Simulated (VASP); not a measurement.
Band structure of ZrNbC₂ (space group R-3m). These are LDA (Ceperley-Alder, Perdew-Zunger), VASP's LDA PAW potentials (set 64) (plane waves; VASP) values and carry that method's errors.

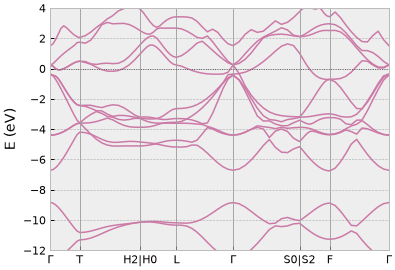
Figure. Bands along high-symmetry lines, zero at the valence-band maximum or, without a gap, the Fermi level

Q: Read the plot: is there a gap, and where are the band edges?

A: It has no gap at this level: it comes out as a metal or semimetal. (Edges off the drawn lines would not show.)

The structure comes from a computed database's ZrNbC2 entry (R-3m); how it stands against other phases isn't given here. It was relaxed first. The electron count is odd and the run is not spin-polarised, which forces a metal.
